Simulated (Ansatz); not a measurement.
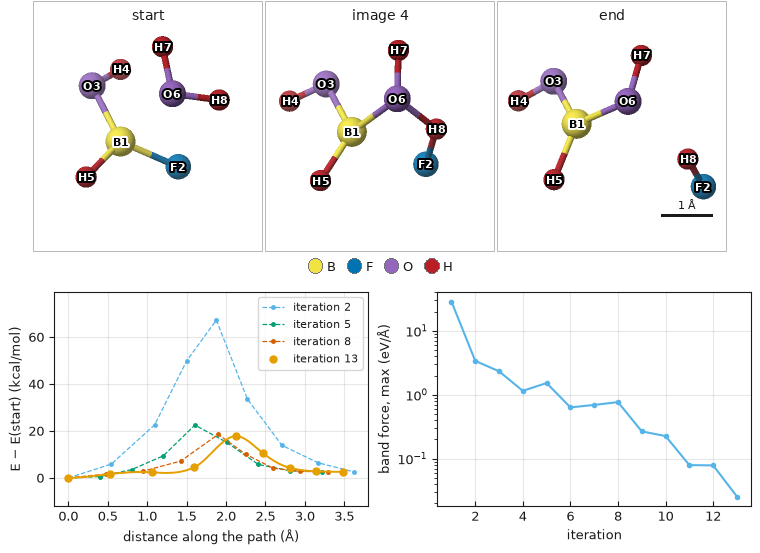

A search for the minimum-energy path of BH4O2F by the nudged elastic band. Images are numbered from 0 (start) to 8 (end). The plot follows the band through its iterations. A ball-and-stick model, seen from a free direction.

Computed with RKS r2SCAN-D4/def2-SVP in Ansatz 0.2.0. Run with 7 movable images; climbing image; force threshold 0.03 eV/Å; iteration limit 60; starting path through a guess of the saddle point.

Did the band converge, and can the barrier be trusted?

Answer. The result is final at these settings. The band converged in 13 iterations. The largest component of the band force went from 29 to 0.025 eV/Å. The climbing image converged on the top of the path. Its vibrational analysis gives one imaginary mode (866i cm⁻¹), as a transition state must have. The first iteration put the highest image at 134.4 kcal/mol. The highest point, image 4, lies 17.8 kcal/mol above the start and 15.2 kcal/mol above the end; the end is at +2.6 kcal/mol relative to the start.
